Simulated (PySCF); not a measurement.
C3H10AlNS (SMILES CC[S][AlH][NH]C)

```xyz
16

C    -2.1983    0.4847    0.5000
C    -2.0211   -0.9911    0.7809
S    -1.1864   -1.8903   -0.6022
Al    0.4547   -0.4495   -0.8607
N     1.7304   -0.2675    0.3710
C     2.8058    0.7182    0.3649
H    -2.7730    0.6362   -0.4115
H    -2.7130    0.9715    1.3275
H    -1.2155    0.9615    0.3723
H    -2.9855   -1.4865    0.8883
H    -1.4404   -1.1522    1.6893
H     0.4393    0.4262   -2.1143
H     1.8477   -0.9008    1.1579
H     3.7889    0.2446    0.2910
H     2.6725    1.3679   -0.4992
H     2.7865    1.3359    1.2683
```

Geometry: GFN2-xTB.

Computed with CAM-B3LYP/def2-SVPD, SCF density, gas phase (PySCF).

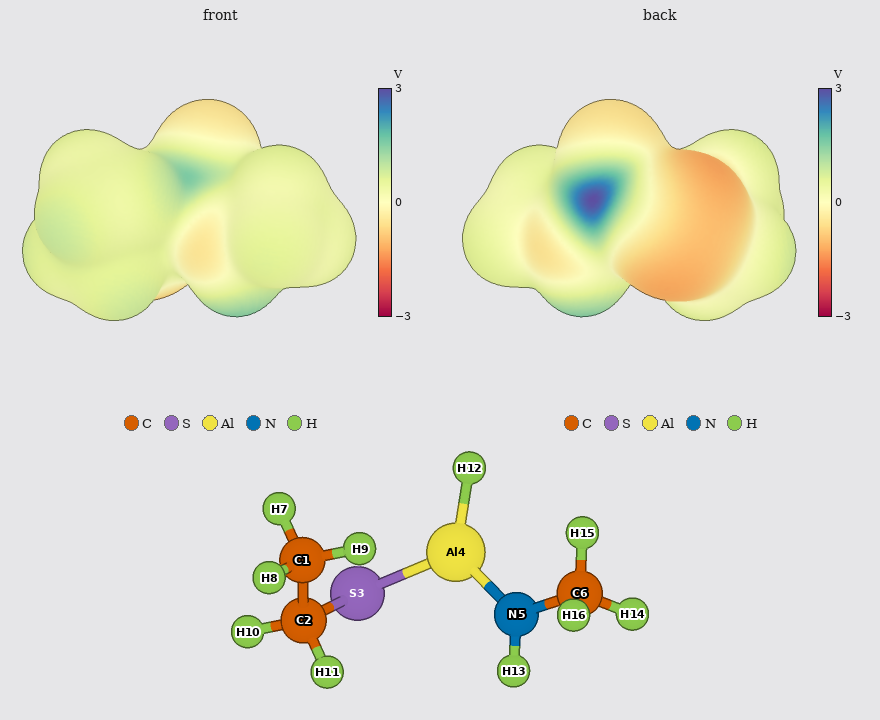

Figure 1. The molecular electrostatic potential painted on the density surface at 0.002 e/bohr³, seen from the front and from behind; red is negative and blue positive. The bare structure is drawn below in the same view.

Which sites attract a positive test charge, and which a negative one?

Answer. A positive charge is drawn to the negative regions and a negative charge to the positive ones. The most negative region (about −1.2 V, or −28 kcal/mol for a unit charge) lies over S3, the most positive (about +2.7 V, or +62 kcal/mol for a unit charge) over Al4.

What dipole moment does the calculation give?

Answer. Its dipole moment is 2.45 D.

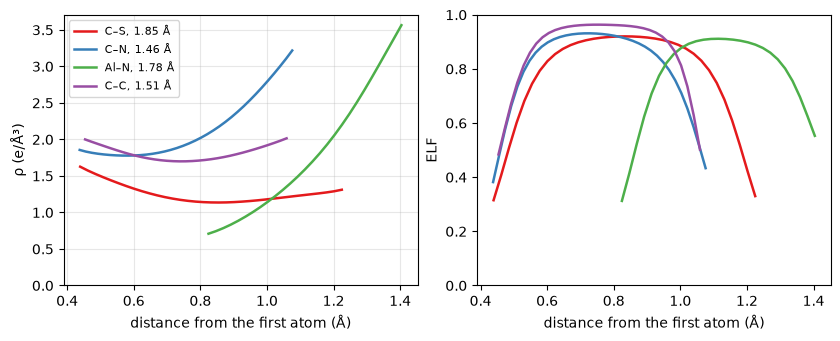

Figure 2. Total electron density and electron localisation function along straight lines between neighbouring atoms. The curves leave out the atomic cores.

Compare the contacts.

Answer. C–S (1.85 Å): ρ is about 1.1 e/Å³ halfway; the ELF peaks at about 0.90 between the atoms; a covalent bond.
C–N (1.46 Å): the density is about 1.9 e/Å³ at the midpoint; the ELF peaks at about 0.95 between the atoms, as expected for a covalent bond.
Al–N (1.78 Å): ρ is about 0.83 e/Å³ halfway; the ELF peaks at about 0.90 in the valence shell of N, 0.7 Å from its nucleus, and is about 0.60 at the midpoint.
C–C (1.51 Å): ρ at the midpoint is about 1.7 e/Å³; the ELF peaks at about 0.95 between the atoms (localised, covalent bonding).
